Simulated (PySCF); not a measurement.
# r2SCAN/6-311++G(2d,2p) run of AlCl2F (SMILES [F][Al]([Cl])[Cl])

What is the vertical ionisation energy of AlCl2F at r2SCAN/6-311++G(2d,2p)? 

Program for the calculation: PySCF 2.14.0.

## 1. The structure to begin with

The species is AlCl2F (4 atoms), meant as a singlet with charge 0. As SMILES, `[F][Al]([Cl])[Cl]`. The shape is that of a PBE0-D4/def2-TZVP optimisation.

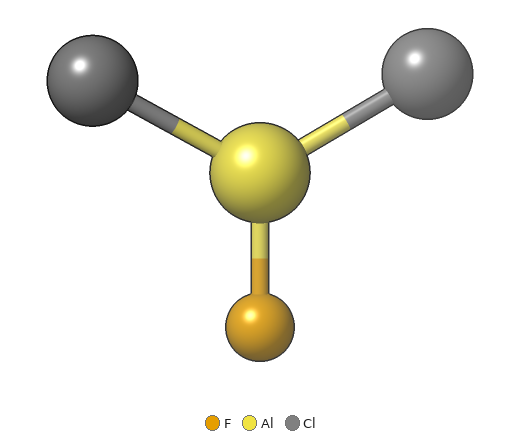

Viewed from a chosen angle; fluorine amber, aluminium yellow, chlorine grey.

## 2. A single-point energy at r2SCAN/6-311++G(2d,2p)

Contents of calc.py:

```python
from pyscf import gto, dft

mol = gto.M(
    atom='''
F    0.087420   0.388220   1.682350
Al   0.004800   0.021530   0.093600
Cl   1.223040  -1.463690  -0.663450
Cl  -1.315270   1.053930  -1.112510
''',
    verbose=3,
    basis='6-311++g(2d,2p)',
    charge=0,
    max_memory=1860,
)

ks = dft.RKS(mol)
ks.xc = 'r2scan'
ks.grids.level = 4
ks.conv_tol = 1e-10
ks.kernel()
if not ks.converged:
    ks = ks.newton().run(ks.mo_coeff, ks.mo_occ)

energy = ks.e_tot
print(f'total energy: {energy:.8f} hartree')
```

The run is started by

```console
$ OMP_NUM_THREADS=1 python calc.py
```

Output:

```text
converged SCF energy = -1262.83107852828
total energy: -1262.83107853 hartree
```

Wall time 31 s (1 thread of Arm Neoverse V2, shared host); peak memory 0.83 GiB.

## 3. The doublet cation at the same level

Contents of input.py:

```python
from pyscf import gto, dft

mol = gto.Mole()
mol.atom = 'F 0.087420 0.388220 1.682350; Al 0.004800 0.021530 0.093600; Cl 1.223040 -1.463690 -0.663450; Cl -1.315270 1.053930 -1.112510'
mol.spin = 1
mol.max_memory = 1860
mol.charge = 1
mol.basis = '6-311++g(2d,2p)'
mol.verbose = 3
mol.build()

ks = dft.UKS(mol)
ks.xc = 'r2scan'
ks.grids.level = 4
ks.conv_tol = 1e-10
ks.kernel()
if not ks.converged:
    ks = ks.newton().run(ks.mo_coeff, ks.mo_occ)

e_tot = ks.e_tot
print('E(%s) = %.9f' % ('R2SCAN', e_tot))
```

The run is started by

```console
$ OMP_NUM_THREADS=1 python input.py
```

Output:

```text
WARN: HOMO -0.36300358636189 >= LUMO -0.363003586361882

converged SCF energy = -1262.40148905082  <S^2> = 0.75398509  2S+1 = 2.0039811
E(R2SCAN) = -1262.401489051
```

Run time: 75 s. Hardware: 1 thread of Arm Neoverse V2, shared host; peak memory 0.83 GiB.

## 4. Results

Level: r2SCAN/6-311++G(2d,2p).

```
                                          quantity           value
                      singlet AlCl2F: total energy  -1262.83108 Eh
                     singlet AlCl2F: dipole moment          0.51 D
                       singlet AlCl2F: HOMO energy        -8.60 eV
                       singlet AlCl2F: LUMO energy        -1.94 eV
                     singlet AlCl2F: HOMO–LUMO gap         6.66 eV
                      doublet cation: total energy  -1262.40149 Eh
doublet cation: HOMO energy (highest over α and β)       -15.32 eV
 doublet cation: LUMO energy (lowest over α and β)       -14.74 eV
                              doublet cation: ⟨S²⟩           0.754
vertical ionisation energy (to the doublet cation)       11.690 eV
```

What this shows: Removing an electron at fixed nuclei costs 11.69 eV (270 kcal/mol). The negative HOMO energy of the first species, 8.60 eV, lies 3.09 eV below that difference.
